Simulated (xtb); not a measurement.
# CH₆AsNOSi: frequency calculation

- system: CH₆AsNOSi
- method: GFN2-xTB (xtb 6.7.1)

The geometry was optimised with GFN2-xTB.

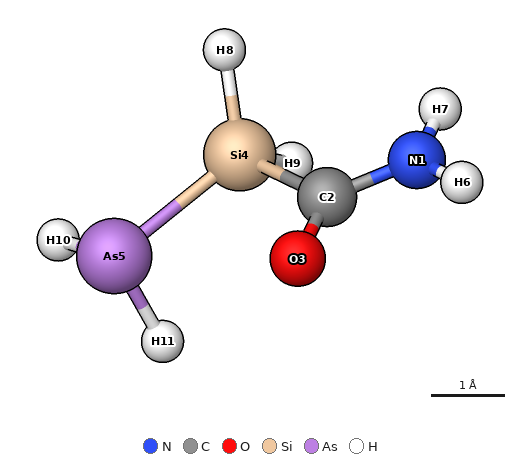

The structure as given in the input (ball-and-stick view, seen at a tilt; atoms are numbered from 1 in the order of the input). Bond lengths as drawn: As–H 1.49 to 1.51 Å, As–Si 2.31 Å, C–N 1.34 Å, C–O 1.22 Å, C–Si 1.92 Å, H–N 1.00 to 1.01 Å and H–Si 1.48 Å.

## Input (struc.tmol)
```
$coord
      1.911117824357      0.391872506464      3.607487171911  n
      1.616320548915      0.049529721726      1.107303919986  c
      3.408801367167      0.133717020579     -0.348427702858  o
     -1.667021900839     -0.590501619423     -0.314355940831  si
     -0.308384406278     -0.808179171719     -4.454065578482  as
      3.648683201427      0.710650406427      4.331346763948  h
      0.433956707259      0.301827056625      4.792175376700  h
     -2.621938306135     -2.946007439247      0.829929919413  h
     -3.378943694398      1.402309065301      0.622589169019  h
     -2.939412295072     -0.648383930620     -5.546648531957  h
     -0.103197943666      2.003204178410     -4.627315669587  h
$end
```

## File detailed.inp
```
$symmetry
   desy=0.3
$end
```

Hardware: 1 thread of Intel Xeon @ 2.70GHz, 189 GiB of memory available, shared host.

Launch command:
```bash
xtb struc.tmol --gfn 2 --hess -I detailed.inp --parallel 1 | tee run.log
```

## Log
```
* xtb version 6.7.1
   ID    Z sym.   atoms
    1    7 n      1
    2    6 c      2
    3    8 o      3
    4   14 si     4
    5   33 as     5
    6    1 h      6-11

           -------------------------------------------------
          |                Calculation Setup                |
           -------------------------------------------------

          program call               : xtb struc.tmol --gfn 2 --hess -I detailed.inp --parallel 1
          coordinate file            : struc.tmol
          omp threads                :                     1

           -------------------------------------------------
          |                 G F N 2 - x T B                 |
           -------------------------------------------------

      * Hamiltonian:
        H0-scaling (s, p, d)           1.850000    2.230000    2.230000
        zeta-weighting                 0.500000
      * Dispersion:
        s8                             2.700000
        a1                             0.520000
        a2                             5.000000
        s9                             5.000000
      * Repulsion:
        kExp                           1.500000    1.000000
        rExp                           1.000000
      * Coulomb:
        alpha                          2.000000
        third order                    shell-resolved
        anisotropic                    true
        a3                             3.000000
        a5                             4.000000
        cn-shift                       1.200000
        cn-exp                         4.000000
        max-rad                        5.000000

          ...................................................
          :                      SETUP                      :
          :.................................................:
          :  # basis functions                  38          :
          :  # atomic orbitals                  36          :
          :  # shells                           18          :
          :  # electrons                        30          :
          :  max. iterations                   250          :
          :  Hamiltonian                  GFN2-xTB          :
          :  restarted?                      false          :
          :  GBSA solvation                  false          :
          :  PC potential                    false          :
          :  electronic temp.          300.0000000     K    :
          :  accuracy                    1.0000000          :
          :  -> integral cutoff          0.2500000E+02      :
          :  -> integral neglect         0.1000000E-07      :
          :  -> SCF convergence          0.1000000E-05 Eh   :
          :  -> wf. convergence          0.1000000E-03 e    :
          :  Broyden damping             0.4000000          :
          :  net charge                          0          :
          :  unpaired electrons                  0          :
          ...................................................

 iter      E             dE          RMSdq      gap      omega  full diag
   1    -16.2451396 -0.162451E+02  0.904E+00    3.94       0.0  T
   2    -16.3738285 -0.128689E+00  0.634E+00    3.20       1.0  T
   3    -16.4144323 -0.406038E-01  0.315E+00    3.46       1.0  T
   4    -16.4124476  0.198471E-02  0.181E+00    3.43       1.0  T
   5    -16.4159589 -0.351129E-02  0.534E-01    3.45       1.0  T
   6    -16.4160406 -0.817311E-04  0.262E-01    3.46       1.0  T
   7    -16.4160897 -0.490746E-04  0.993E-02    3.46       1.0  T
   8    -16.4161023 -0.126795E-04  0.420E-02    3.46       1.0  T
   9    -16.4161032 -0.881620E-06  0.220E-02    3.46       1.4  T
  10    -16.4161039 -0.638024E-06  0.797E-03    3.46       3.8  T
  11    -16.4161040 -0.102863E-06  0.255E-03    3.46      11.8  T
  12    -16.4161040 -0.758646E-09  0.111E-03    3.46      27.2  T
  13    -16.4161040 -0.356596E-08  0.395E-04    3.46      76.3  T
  14    -16.4161040 -0.414246E-11  0.107E-04    3.46     282.8  T

   *** convergence criteria satisfied after 14 iterations ***

         #    Occupation            Energy/Eh            Energy/eV
      -------------------------------------------------------------
         1        2.0000           -0.7367982             -20.0493
       ...           ...                  ...                  ...
         9        2.0000           -0.4698321             -12.7848
        10        2.0000           -0.4416183             -12.0170
        11        2.0000           -0.4317201             -11.7477
        12        2.0000           -0.4233619             -11.5203
        13        2.0000           -0.4136065             -11.2548
        14        2.0000           -0.3826307             -10.4119
        15        2.0000           -0.3644493              -9.9172 (HOMO)
        16                         -0.2372941              -6.4571 (LUMO)
        17                         -0.2018103              -5.4915
        18                         -0.1795349              -4.8854
        19                         -0.1642459              -4.4694
        20                         -0.1385056              -3.7689
       ...                                ...                  ...
        36                          1.2170608              33.1179
      -------------------------------------------------------------
                  HL-Gap            0.1271551 Eh            3.4601 eV
             Fermi-level           -0.3008717 Eh           -8.1871 eV

 SCC (total)                   0 d,  0 h,  0 min,  0.018 sec
 SCC setup                      ...        0 min,  0.000 sec (  1.350%)
 Dispersion                     ...        0 min,  0.000 sec (  0.451%)
 classical contributions        ...        0 min,  0.000 sec (  0.196%)
 integral evaluation            ...        0 min,  0.003 sec ( 14.839%)
 iterations                     ...        0 min,  0.010 sec ( 53.827%)
 molecular gradient             ...        0 min,  0.005 sec ( 27.868%)
 printout                       ...        0 min,  0.000 sec (  1.330%)

         :::::::::::::::::::::::::::::::::::::::::::::::::::::
         ::                     SUMMARY                     ::
         :::::::::::::::::::::::::::::::::::::::::::::::::::::
         :: total energy             -16.276625305479 Eh    ::
         :: gradient norm              0.000033353367 Eh/a0 ::
         :: HOMO-LUMO gap              3.460066690631 eV    ::
         ::.................................................::
         :: SCC energy               -16.416097313501 Eh    ::
         :: -> isotropic ES            0.048289692762 Eh    ::
         :: -> anisotropic ES          0.001493856526 Eh    ::
         :: -> anisotropic XC          0.001492086730 Eh    ::
         :: -> dispersion             -0.007777661686 Eh    ::
         :: repulsion energy           0.139472008022 Eh    ::
         :: add. restraining           0.000000000000 Eh    ::
         :: total charge               0.000000000000 e     ::
         :::::::::::::::::::::::::::::::::::::::::::::::::::::

           -------------------------------------------------
          |                Numerical Hessian                |
           -------------------------------------------------
step length          :   0.00500
SCC accuracy         :   0.30000
Hessian scale factor :   1.00000
frozen atoms in %    :   0.00000    0
RMS gradient         :   0.00003
estimated CPU  time      0.01 min

writing file <hessian>.

 projected vibrational frequencies (cm⁻¹)
eigval :       -0.00    -0.00    -0.00     0.00     0.00     0.00
eigval :       54.10   102.60   163.96   259.50   310.22   330.82
eigval :      395.83   415.81   437.34   571.26   612.99   638.69
eigval :      643.72   648.47   696.61   815.18  1010.57  1032.99
eigval :     1294.63  1457.26  1677.06  1873.92  1961.24  2134.31
eigval :     2152.16  3408.89  3537.52
           -------------------------------------------------
          |                Property Printout                |
           -------------------------------------------------

    * Orbital Energies and Occupations

         #    Occupation            Energy/Eh            Energy/eV
      -------------------------------------------------------------
         1        2.0000           -0.7367979             -20.0493
       ...           ...                  ...                  ...
         3        2.0000           -0.6526678             -17.7600
         4        2.0000           -0.5913256             -16.0908
         5        2.0000           -0.5782964             -15.7362
         6        2.0000           -0.5593529             -15.2208
         7        2.0000           -0.5271337             -14.3440
         8        2.0000           -0.5245760             -14.2744
         9        2.0000           -0.4698321             -12.7848
        10        2.0000           -0.4416182             -12.0170
        11        2.0000           -0.4317201             -11.7477
        12        2.0000           -0.4233619             -11.5203
        13        2.0000           -0.4136063             -11.2548
        14        2.0000           -0.3826305             -10.4119
        15        2.0000           -0.3644490              -9.9172 (HOMO)
        16                         -0.2372939              -6.4571 (LUMO)
        17                         -0.2018100              -5.4915
        18                         -0.1795347              -4.8854
        19                         -0.1642456              -4.4693
        20                         -0.1385053              -3.7689
        21                         -0.0993640              -2.7038
        22                         -0.0549155              -1.4943
        23                         -0.0471189              -1.2822
        24                          0.0237875               0.6473
        25                          0.0309230               0.8415
        26                          0.0965511               2.6273
       ...                                ...                  ...
        36                          1.2170611              33.1179
      -------------------------------------------------------------
                  HL-Gap            0.1271550 Eh            3.4601 eV
             Fermi-level           -0.3008715 Eh           -8.1871 eV

     #   Z          covCN         q      C6AA      α(0)
     1   7 n        2.641    -0.264    26.847     7.695
     2   6 c        2.641     0.156    24.606     8.115
     3   8 o        0.869    -0.422    22.123     6.306
     4  14 si       3.643     0.406    99.923    19.169
     5  33 as       2.878     0.020   213.674    26.790
     6   1 h        0.860     0.188     1.167     1.692
     7   1 h        0.861     0.172     1.262     1.760
     8   1 h        0.915    -0.096     5.411     3.639
     9   1 h        0.915    -0.081     4.932     3.474
    10   1 h        0.971    -0.057     4.248     3.221
    11   1 h        0.972    -0.024     3.504     2.925

 Mol. C6AA /au·bohr⁶  :       2476.877533
 Mol. C8AA /au·bohr⁸  :     102393.226230
 Mol. α(0) /au        :         84.784820

Wiberg/Mayer (AO) data.
largest (>0.10) Wiberg bond orders for each atom

 ---------------------------------------------------------------------------
     #   Z sym  total        # sym  WBO       # sym  WBO       # sym  WBO
 ---------------------------------------------------------------------------
     1   7 n    3.385 --     2 c    1.300     7 h    0.957     6 h    0.935
                             3 o    0.188
     2   6 c    3.865 --     3 o    1.700     1 n    1.300     4 si   0.775
     3   8 o    2.090 --     2 c    1.700     1 n    0.188     5 as   0.129
     4  14 si   3.630 --     5 as   1.022     8 h    0.864     9 h    0.863
                             2 c    0.775
     5  33 as   3.261 --     4 si   1.022    10 h    0.973    11 h    0.968
                             3 o    0.129
     6   1 h    0.964 --     1 n    0.935
     7   1 h    0.970 --     1 n    0.957
     8   1 h    0.991 --     4 si   0.864
     9   1 h    0.994 --     4 si   0.863
Molecule has no symmetry elements
It seems to be the C1 point group
    10   1 h    0.997 --     5 as   0.973
    11   1 h    0.999 --     5 as   0.968
 ---------------------------------------------------------------------------

Topologies differ in total number of bonds
Writing topology from bond orders to xtbtopo.mol

molecular dipole:
                 x           y           z       tot (Debye)
 q only:       -0.921      -0.066       1.085
   full:       -0.880       0.168       1.343       4.103
molecular quadrupole (traceless):
                xx          xy          yy          xz          yz          zz
 q only:       -4.547       0.119      -0.098       2.968       1.224       4.645
  q+dip:       -4.889      -0.055       0.473       5.484       0.134       4.416
   full:       -4.995       0.636       0.919       6.615      -0.305       4.077

           -------------------------------------------------
          |               Frequency Printout                |
           -------------------------------------------------
 projected vibrational frequencies (cm⁻¹)
eigval :       -0.00    -0.00    -0.00     0.00     0.00     0.00
eigval :       54.10   102.60   163.96   259.50   310.22   330.82
eigval :      395.83   415.81   437.34   571.26   612.99   638.69
eigval :      643.72   648.47   696.61   815.18  1010.57  1032.99
eigval :     1294.63  1457.26  1677.06  1873.92  1961.24  2134.31
eigval :     2152.16  3408.89  3537.52
 reduced masses (amu)
   1: 40.55   2: 35.08   3: 31.88   4: 40.34   5: 35.92   6: 44.27   7: 18.42   8: 34.64
   9:  2.75  10: 19.91  11:  5.95  12:  3.75  13: 29.12  14:  8.06  15: 19.16  16:  2.66
  17:  5.19  18:  5.80  19:  6.95  20:  5.36  21:  7.12  22:  2.24  23:  2.00  24:  7.07
  25:  9.78  26:  4.84  27: 13.24  28:  1.91  29:  1.92  30:  2.05  31:  1.68  32:  1.58
  33:  2.03
 IR intensities (km·mol⁻¹)
   1:  3.08   2:  0.21   3:  0.35   4:  1.45   5:  1.12   6:  0.80   7:  6.92   8:  5.98
   9:  0.44  10: 11.29  11: 71.41  12: 59.71  13: 11.56  14: 60.21  15: 41.17  16: 69.04
  17:182.76  18: 29.17  19:  6.38  20: 60.51  21:172.14  22:249.15  23:162.09  24: 23.31
  25: 93.30  26: 82.68  27:342.94  28:698.49  29:493.75  30:483.77  31:224.71  32:  0.45
  33:  9.98
 Raman intensities (Ä⁴*amu⁻¹)
   1:  0.00   2:  0.00   3:  0.00   4:  0.00   5:  0.00   6:  0.00   7:  0.00   8:  0.00
   9:  0.00  10:  0.00  11:  0.00  12:  0.00  13:  0.00  14:  0.00  15:  0.00  16:  0.00
  17:  0.00  18:  0.00  19:  0.00  20:  0.00  21:  0.00  22:  0.00  23:  0.00  24:  0.00
  25:  0.00  26:  0.00  27:  0.00  28:  0.00  29:  0.00  30:  0.00  31:  0.00  32:  0.00
  33:  0.00
 output can be read by thermo (or use thermo option).
 writing <g98.out> molden fake output.
 recommended (thermochemical) frequency scaling factor: 1.0
           -------------------------------------------------
          |             Thermodynamic Functions             |
           -------------------------------------------------

c1  symmetry found (for desy threshold:  0.30E+00) used in thermo

          ...................................................
          :                      SETUP                      :
          :.................................................:
          :  # frequencies                          27      :
          :  # imaginary freq.                       0      :
          :  linear?                             false      :
          :  only rotor calc.                    false      :
          :  symmetry                               c1      :
          :  rotational number                       1      :
          :  scaling factor                  1.0000000      :
          :  rotor cutoff                   50.0000000 cm⁻¹ :
          :  imag. cutoff                  -20.0000000 cm⁻¹ :
          :.................................................:

    mode    ω/cm⁻¹     T·S(HO)/kcal·mol⁻¹    T·S(FR)/kcal·mol⁻¹   T·S(vib)
   ------------------------------------------------------------------------
       1     54.10    -1.38982 ( 57.82%)    -1.03290 ( 42.18%)    -1.23928
       2    102.60    -1.01502 ( 94.66%)    -0.84347 (  5.34%)    -1.00586
       3    163.96    -0.74645 ( 99.14%)    -0.70464 (  0.86%)    -0.74609
       4    259.50    -0.49646 ( 99.86%)    -0.56866 (  0.14%)    -0.49655
   ------------------------------------------------------------------------

   temp. (K)  partition function   enthalpy   heat capacity  entropy
                                   cal/mol     cal/K/mol   cal/K/mol   J/K/mol
 298.15  VIB   98.9                 3351.955     22.069     19.837
         ROT  0.308E+06              888.752      2.981     28.093
         INT  0.304E+08             4240.707     25.050     47.930
         TR   0.180E+28             1481.254      4.968     40.929
         TOT                        5721.9611    30.0177    88.8595   371.7882

       T/K    H(0)-H(T)+PV         H(T)/Eh          T*S/Eh         G(T)/Eh
   ------------------------------------------------------------------------
    298.15    0.911853E-02    0.743599E-01    0.422200E-01    0.321399E-01
   ------------------------------------------------------------------------

         :::::::::::::::::::::::::::::::::::::::::::::::::::::
         ::                  THERMODYNAMIC                  ::
         :::::::::::::::::::::::::::::::::::::::::::::::::::::
         :: total free energy         -16.244485435983 Eh   ::
         ::.................................................::
         :: total energy              -16.276625305491 Eh   ::
         :: zero point energy           0.065241360231 Eh   ::
         :: G(RRHO) w/o ZPVE           -0.033101490723 Eh   ::
         :: G(RRHO) contrib.            0.032139869508 Eh   ::
         :::::::::::::::::::::::::::::::::::::::::::::::::::::

           -------------------------------------------------
          | TOTAL ENERGY              -16.276625305491 Eh   |
          | TOTAL ENTHALPY            -16.202265419821 Eh   |
          | TOTAL FREE ENERGY         -16.244485435983 Eh   |
          | GRADIENT NORM               0.000033428410 Eh/α |
          | HOMO-LUMO GAP               3.460064500206 eV   |
           -------------------------------------------------

------------------------------------------------------------------------
------------------------------------------------------------------------
 total:
 *  cpu-time:     0 d,  0 h,  0 min,  0.450 sec
 * ratio c/w:     0.984 speedup
 SCF:
 *  cpu-time:     0 d,  0 h,  0 min,  0.018 sec
 * ratio c/w:     0.977 speedup
 analytical hessian:
 *  cpu-time:     0 d,  0 h,  0 min,  0.413 sec
 * ratio c/w:     0.985 speedup
```

## Standard error
```
normal termination of xtb
```

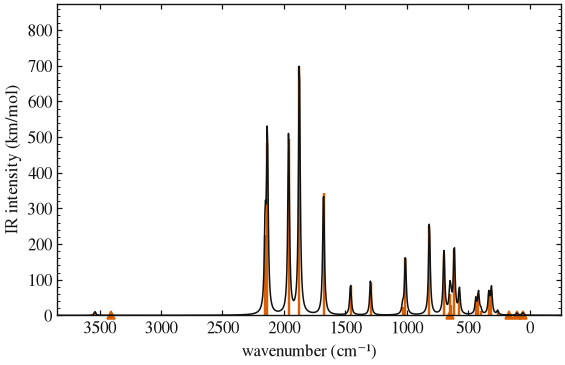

Harmonic infrared spectrum, unscaled: sticks (degenerate modes added up, dark ones marked on the axis) with a Lorentzian envelope of 16 cm⁻¹ full width, scaled to the tallest stick. 27 modes from 54 to 3538 cm⁻¹, none imaginary. The strongest line is at 1874 cm⁻¹ (698 km/mol).

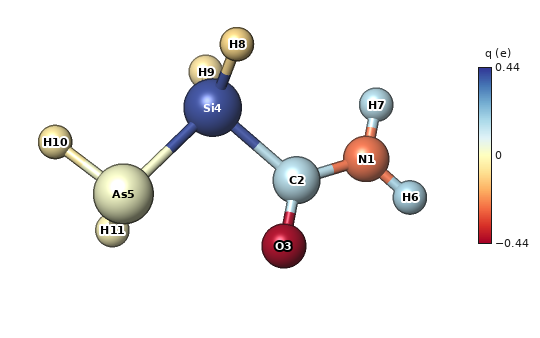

Mulliken charges, as the colour of each atom (ball-and-stick view, seen at a tilt; atoms are numbered from 1 in the order of the input). By element: N −0.26, C +0.16, O −0.42, Si +0.41, As +0.02 and H −0.10 to +0.19 e.

## Summary

| quantity | value |
| --- | --- |
| outcome | converged |
| electrons treated | 30 |
| total energy | −16.276625 hartree |
| dispersion energy | −0.007778 hartree |
| basis functions | 38 |
| HOMO | −9.92 eV |
| LUMO | −6.46 eV |
| zero-point energy | 0.065241 hartree |
| dipole moment | 4.10 D |
| wavenumbers, lowest and highest | 54 and 3538 cm⁻¹ |
| wall time | 0.51 s |
| peak memory | 0.072 GiB |
